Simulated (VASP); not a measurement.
Band structure of SiO2 (space group P4_12_12). These are PBEsol GGA, VASP's PBE PAW potentials (set 64) (plane waves; VASP) values and carry that method's errors.

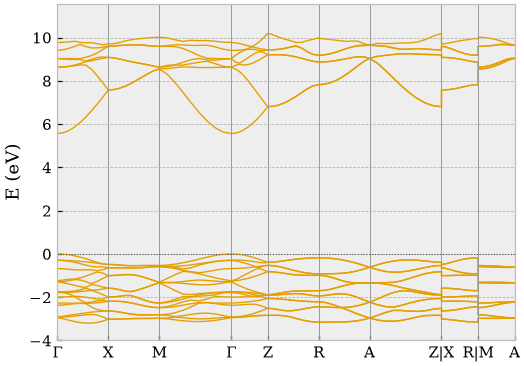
Bands along high-symmetry lines, zero at the valence-band maximum or, without a gap, the Fermi level

### Question
Read the plot: is there a gap, and where are the band edges?

### Answer
The gap is direct, 5.56 eV, from the valence maximum at Γ to the conduction minimum at Γ. (Edges off the drawn lines would not show.)

The structure comes from a computed database's SiO2 entry (P4_12_12), a phase known from measurement. It was relaxed first.
